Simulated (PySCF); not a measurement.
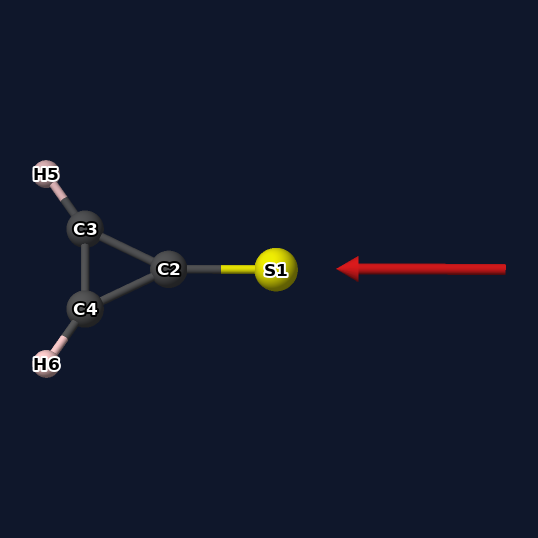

The arrow beside the molecule shows the direction of the dipole moment, from the negative to the positive end (its length means nothing). The computed structure is the end point of a PBE0-D3(BJ)/def2-SVP optimisation. No frequency run is at hand to confirm it as a minimum. Method: ωB97X-D/def2-SVPD in tetrahydrofuran (IEF-PCM) (PySCF 2.14.0).

Estimate the dipole moment.

Answer. 6.67 D; it points from the side of S1 to the side of H5, H6 (the outermost atoms at the two ends).
